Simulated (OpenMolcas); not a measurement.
**Si3H8 (trisilane) at 6 levels**

We compute a comparison of 6 runs (BHLYP/6-31G*, PBE/6-31G*, SVWN5/6-31G*, TPSS/6-31G*, B3LYP/6-31G*, MP2/6-31G*) of Si3H8 (trisilane). 

Program for the calculation: OpenMolcas 26.06.

1 further run of the same task is left out (set aside as unsound or not needed).

## Step 1: The molecule

The species is Si3H8 (11 atoms), meant as a singlet with charge 0. As SMILES, `[SiH3][SiH2][SiH3]`. The coordinates come from a PBE0-D4/def2-TZVP relaxation.

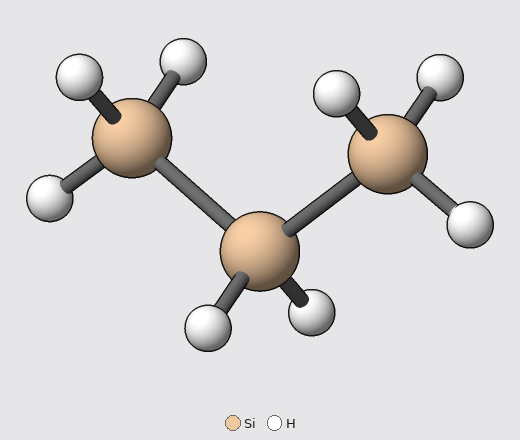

Viewed from a chosen angle; silicon light orange, hydrogen white.

## Step 2: Energy and forces at BHLYP/6-31G(d) (spherical functions) (run 1)

The input, struct.xyz:

```xyz
11

Si    -1.292570     1.366730    -0.525270
Si    -0.462570    -0.807300    -0.296320
Si     1.631930    -0.774400     0.742750
H     -2.625850     1.367720    -1.185120
H     -0.354030     2.180440    -1.344070
H     -1.422540     2.000090     0.814640
H     -0.343400    -1.440160    -1.640160
H     -1.410380    -1.620800     0.516390
H      1.515950    -0.154940     2.090430
H      2.583820     0.031780    -0.068050
H      2.179610    -2.149160     0.894770
```

The input, job.input:

```
&GATEWAY
BasLib = $CurrDir
Coord = struct.xyz
Basis = 6-31Gs
Group = NoSym
&SEWARD
GridInput
Grid=UltraFine
End of Grid
&SCF
KSDFT = HYB_GGA_XC_BHANDHLYP
Thresholds = 1e-10 1e-07 1e-07 1e-05
PrOrbitals = 1
&ALASKA
```

The basis set 6-31G* is read from a file made from the Basis Set Exchange's data (not shown).

Started as:

```
$ export MOLCAS_MEM=1860
$ pymolcas job.input > job.log
```

The program printed:

```text
--- Start Module: gateway ---
[...]
--- Stop Module: gateway /rc=_RC_ALL_IS_WELL_ ---
[...]
      Basis functions           70
[...]
--- Start Module: scf ---
[...]
       Convergence after  12 Iterations
[...]
::    Total KS-DFT energy                            -873.2052221473
[...]
      Total spin, S                                     0.0000000000
[...]
      Total electronic charge=   50.000000
      Total            charge=   -0.000000
[...]
      Dipole Moment (debye):
      Origin of the operator (angstrom)=   -0.0361   -0.0630   -0.0231
                   X= -4.3334E-02               Y= -7.5542E-02               Z= -2.7627E-02           Total=  9.1365E-02
      Quadrupole Moment (debye*angstrom):
[...]
--- Stop Module: scf /rc=_RC_ALL_IS_WELL_ ---
[...]
--- Start Module: alaska ---
[...]
 *              Molecular gradients               *
 **************************************************
  Irreducible representation: a
 ------------------------------------------------------------------------------------------
                              X                       Y                       Z
 ------------------------------------------------------------------------------------------
  SI1               1.84206612111648E-03   -2.82556824181057E-03    6.74701167231895E-04
  SI2               1.53617743809420E-03    2.67885263388123E-03    9.85841936502752E-04
  SI3              -3.03655383333989E-03    7.40867417867719E-04   -1.44193013674787E-03
  H4               -3.13008807712079E-03   -4.13268205171569E-04   -1.58430093809736E-03
  H5                2.40479324143150E-03    1.49350900157375E-03   -1.97271149752343E-03
  H6               -1.96099350062595E-04    1.05441531708461E-03    3.27649564383226E-03
  H7                5.59552617766357E-04   -1.10217980020977E-03   -3.15668952672876E-03
  H8               -2.08080633923613E-03   -1.55136383773735E-03    2.18450198078868E-03
[...]
--- Stop Module: alaska /rc=_RC_ALL_IS_WELL_ ---
[...]
```

Wall time 30 s (1 thread of Arm Neoverse V2, shared host); peak memory 0.41 GiB.

## Step 3: Energy and gradient at PBE/6-31G(d) (spherical functions) (run 2)

The input, run.input:

```
* H8Si3 Kohn-Sham DFT

&gateway
 baslib
 $CurrDir
 basisset
 Si.6-31Gs....
 Si1 -1.292570 1.366730 -0.525270 angstrom
 Si2 -0.462570 -0.807300 -0.296320 angstrom
 Si3 1.631930 -0.774400 0.742750 angstrom
 End of Basis
 basisset
 H.6-31Gs....
 H4 -2.625850 1.367720 -1.185120 angstrom
 H5 -0.354030 2.180440 -1.344070 angstrom
 H6 -1.422540 2.000090 0.814640 angstrom
 H7 -0.343400 -1.440160 -1.640160 angstrom
 H8 -1.410380 -1.620800 0.516390 angstrom
 H9 1.515950 -0.154940 2.090430 angstrom
 H10 2.583820 0.031780 -0.068050 angstrom
 H11 2.179610 -2.149160 0.894770 angstrom
 End of Basis

&seward
 gridinput
 Grid=UltraFine
 End of Grid

&scf
 ksdft
 PBE
 thresholds
 1e-10 1e-07 1e-07 1e-05
 prorbitals
 1 1

&alaska
```

The basis set 6-31G* is read from a file made from the Basis Set Exchange's data (not shown).

Started as:

```
$ export MOLCAS_MEM=1860
$ pymolcas run.input > run.log
```

The program printed:

```text
--- Start Module: gateway ---
[...]
--- Stop Module: gateway /rc=_RC_ALL_IS_WELL_ ---
[...]
      Basis functions           70
[...]
--- Start Module: scf ---
[...]
       Convergence after  12 Iterations
[...]
::    Total KS-DFT energy                            -872.7356932881
[...]
      Total spin, S                                     0.0000000000
[...]
      Total electronic charge=   50.000000
      Total            charge=   -0.000000
[...]
      Dipole Moment (debye):
      Origin of the operator (angstrom)=   -0.0361   -0.0630   -0.0231
                   X= -2.8077E-02               Y= -4.8945E-02               Z= -1.7905E-02           Total=  5.9199E-02
      Quadrupole Moment (debye*angstrom):
[...]
--- Stop Module: scf /rc=_RC_ALL_IS_WELL_ ---
[...]
--- Start Module: alaska ---
[...]
 *              Molecular gradients               *
 **************************************************
  Irreducible representation: a
 ------------------------------------------------------------------------------------------
                              X                       Y                       Z
 ------------------------------------------------------------------------------------------
  SI1              -6.86563314556743E-04    3.14658920765076E-03   -7.87078915216455E-05
  SI2              -1.71221380874886E-03   -2.99131795754981E-03   -1.09707553923721E-03
  SI3               2.81890845318600E-03    5.74346563153583E-04    1.44193855123298E-03
  H4                4.46408621269523E-03   -5.16712324219182E-04    2.16596099472954E-03
  H5               -2.77733087801968E-03   -3.06801952741109E-03    2.61787423530668E-03
  H6                5.81461430855468E-04   -2.50168724983402E-03   -4.17224312366971E-03
  H7               -4.05893501850829E-05    2.47894746615529E-03    4.27713149869824E-03
  H8                3.19274541973780E-03    3.02473238202472E-03   -2.25370540949577E-03
[...]
--- Stop Module: alaska /rc=_RC_ALL_IS_WELL_ ---
[...]
```

Run time: 30 s. Hardware: 1 thread of Arm Neoverse V2, shared host; peak memory 0.41 GiB.

## Step 4: Energy and forces at SVWN5/6-31G(d) (spherical functions) (run 3)

The input, job.input:

```
&GATEWAY
BASLIB=$CurrDir
COORD
11
angstrom
Si      -1.292570       1.366730      -0.525270
Si      -0.462570      -0.807300      -0.296320
Si       1.631930      -0.774400       0.742750
H       -2.625850       1.367720      -1.185120
H       -0.354030       2.180440      -1.344070
H       -1.422540       2.000090       0.814640
H       -0.343400      -1.440160      -1.640160
H       -1.410380      -1.620800       0.516390
H        1.515950      -0.154940       2.090430
H        2.583820       0.031780      -0.068050
H        2.179610      -2.149160       0.894770
BASIS=6-31Gs
GROUP=NoSym
&SEWARD
GRIDINPUT
Grid=UltraFine
End of Grid
&SCF
KSDFT=SVWN5
THRESHOLDS=1e-10 1e-07 1e-07 1e-05
PRORBITALS=1 1
&ALASKA
```

The basis set 6-31G* is read from a file made from the Basis Set Exchange's data (not shown).

Started as:

```
$ export MOLCAS_MEM=1860
$ pymolcas job.input > job.log
```

The program printed:

```text
--- Start Module: gateway ---
[...]
--- Stop Module: gateway /rc=_RC_ALL_IS_WELL_ ---
[...]
      Basis functions           70
[...]
--- Start Module: scf ---
[...]
       Convergence after  13 Iterations
[...]
::    Total KS-DFT energy                            -869.6460765396
[...]
      Total spin, S                                     0.0000000000
[...]
      Total electronic charge=   50.000000
      Total            charge=   -0.000000
[...]
      Dipole Moment (debye):
      Origin of the operator (angstrom)=   -0.0361   -0.0630   -0.0231
                   X= -2.5049E-02               Y= -4.3668E-02               Z= -1.5980E-02           Total=  5.2817E-02
      Quadrupole Moment (debye*angstrom):
[...]
--- Stop Module: scf /rc=_RC_ALL_IS_WELL_ ---
[...]
--- Start Module: alaska ---
[...]
 *              Molecular gradients               *
 **************************************************
  Irreducible representation: a
 ------------------------------------------------------------------------------------------
                              X                       Y                       Z
 ------------------------------------------------------------------------------------------
  SI1              -2.81470766734415E-03    7.83813328061633E-03   -7.39647858572834E-04
  SI2              -4.34346508274341E-03   -7.58369217755472E-03   -2.78301609933385E-03
  SI3               7.47700379278626E-03    2.97753943221846E-04    3.72296741311473E-03
  H4                4.51652880780617E-03   -3.30781791165580E-04    2.20751668245689E-03
  H5               -2.95220732538803E-03   -2.96541736171863E-03    2.65005276165065E-03
  H6                4.93907608877464E-04   -2.38457223756727E-03   -4.31557260186199E-03
  H7               -1.19632851477314E-04    2.38527330481464E-03    4.30147341792786E-03
  H8                3.17000874057927E-03    2.94078847623869E-03   -2.34328028920539E-03
[...]
--- Stop Module: alaska /rc=_RC_ALL_IS_WELL_ ---
[...]
```

Run time: 23 s. Hardware: 1 thread of Arm Neoverse V2, shared host; peak memory 0.41 GiB.

Runs 4 to 5 aren't shown in full; the table further down has their settings and results.

## Step 5: A single-point energy at MP2/6-31G(d) (spherical functions) (run 6)

struct.xyz is that of step 2.

The input, job.inp:

```
>>> EXPORT MOLCAS_PRINT=2
&GATEWAY
BasLib=$CurrDir
Coord=struct.xyz
Basis=6-31Gs
Group=NoSym
&SEWARD
&SCF
Thresholds=1e-10 1e-07 1e-07 1e-05
PrOrbitals=1 2
&MBPT2
Frozen=15
```

The basis set 6-31G* is read from a file made from the Basis Set Exchange's data (not shown).

Started as:

```
$ export MOLCAS_MEM=1860
$ pymolcas job.inp > job.log
```

The program printed:

```text
--- Start Module: gateway ---
[...]
--- Stop Module: gateway /rc=_RC_ALL_IS_WELL_ ---
[...]
      Basis functions           70
[...]
--- Start Module: scf ---
[...]
       Convergence after  11 Iterations
[...]
::    Total SCF energy                               -871.3824984637
[...]
      Total spin, S                                     0.0000000000
[...]
      Total electronic charge=   50.000000
      Total            charge=   -0.000000
[...]
      Dipole Moment (debye):
      Origin of the operator (angstrom)=   -0.0361   -0.0630   -0.0231
                   X= -4.8329E-02               Y= -8.4244E-02               Z= -3.0797E-02           Total=  1.0189E-01
      Quadrupole Moment (debye*angstrom):
[...]
--- Stop Module: scf /rc=_RC_ALL_IS_WELL_ ---
[...]
--- Start Module: mbpt2 ---
[...]
WARNING!
Default frozen orbitals as non valence orbitals is overwritten by user input.
Default values:   6
[...]
       Reference weight ( Cref**2 )         =        0.89473
::    Total MBPT2 energy                             -871.6205861044
[...]
      Total MBPT2 calculations                           0.11      0.13
--- Stop Module: mbpt2 /rc=_RC_ALL_IS_WELL_ ---
[...]
```

Wall time 3.3 s (1 thread of Arm Neoverse V2, shared host); peak memory 0.41 GiB.

## Step 6: All runs side by side

```csv
run,level,Cartesian functions,task,energy (Eh),dipole moment (D) of the reference,HOMO energy (eV),LUMO energy (eV),wall time
1,BHLYP/6-31G* (spherical functions),no,gradient,-873.205222,0.09,-8.93,1.08,30 s
2,PBE/6-31G* (spherical functions),no,gradient,-872.735693,0.06,-6.90,-0.65,30 s
3,SVWN5/6-31G* (spherical functions),no,gradient,-869.646077,0.05,-6.94,-0.79,23 s
4,TPSS/6-31G* (spherical functions),no,gradient,-873.298467,0.07,-7.07,-0.49,38 s
5,B3LYP/6-31G* (Cartesian functions),yes,gradient,-873.282755,0.09,-7.74,0.02,33 s
6,MP2/6-31G* (spherical functions),no,energy,-871.620586,0.10,-10.47,3.26,3.3 s
```

## Step 7: What came out

| quantity | value |
| --- | --- |
| run 6: total energy | -871.62059 Eh |
| run 6: dipole moment (mean-field density) | 0.10 D |
| run 6: HOMO energy (Hartree–Fock orbitals) | -10.47 eV |
| run 6: LUMO energy (Hartree–Fock orbitals) | 3.26 eV |
| run 6: HOMO–LUMO gap (Hartree–Fock orbitals) | 13.74 eV |
| run 6: correlation energy (15 core orbitals frozen) | -238.1 mEh |

What this shows: Over runs 1, 2, 3, 4, 5 the dipole moment (its size) runs from 0.05 D (SVWN5/6-31G*) to 0.09 D (BHLYP/6-31G*). Over runs 1, 2, 3, 4, 5 the HOMO–LUMO gap runs from 6.16 eV (SVWN5/6-31G*) to 10.00 eV (BHLYP/6-31G*). Totals of different functionals can't be ranked against each other. All runs together took 2.6 min, the longest 38 s.
